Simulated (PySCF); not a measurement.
**BH4N (SMILES [BH2-]N) (charge −1, doublet): density, localisation and related maps**

```
atom    x (Å)    y (Å)    z (Å)
   B  -0.7408   0.0947   0.3271
   N   0.8247  -0.0628   0.3337
   H  -1.3005  -1.0169   0.2141
   H  -1.1570   0.8938  -0.5721
   H   1.2375   0.8279   0.0545
   H   1.1392  -0.7347  -0.3789
```

Geometry: GFN2-xTB.

The calculation used PySCF, UKS B3LYP, pcH-1 on B H N, non-relativistic, mean-field spin-orbit, GIAO.

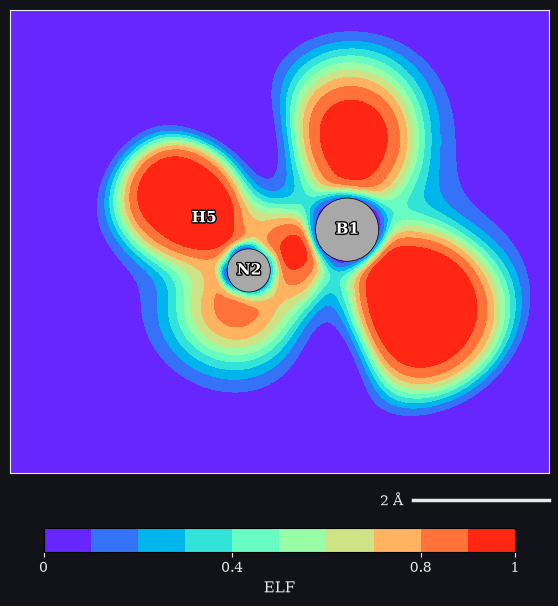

Figure 1. ELF on the plane of atoms B1, N2 and H5. Grey discs cover the atomic cores.

Describe what can be read from this map.

- The plane passes through B, N and H nuclei.
- B–N (1.57 Å): the ELF peaks at about 0.95 between the atoms: a polar covalent bond.
- N–H (1.02 Å): the ELF climbs to about 1 towards the hydrogen, as it does in any bond to H: a covalent bond by its length.

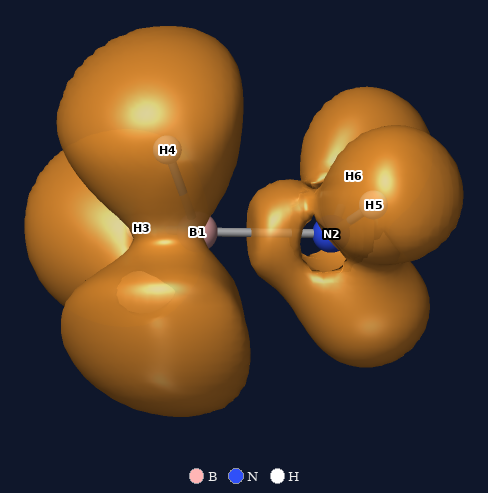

Figure 2. Isosurface of the ELF at 0.75 (orange), seen from one side. Core shells and regions of very low density are left out.

What do the ELF domains correspond to?

The ELF exceeds this value in one joined region spread over several atoms (B, H), in which their bonds and any lone pairs are merged and one joined region spread over several atoms (H, N), in which their bonds and any lone pairs are merged.
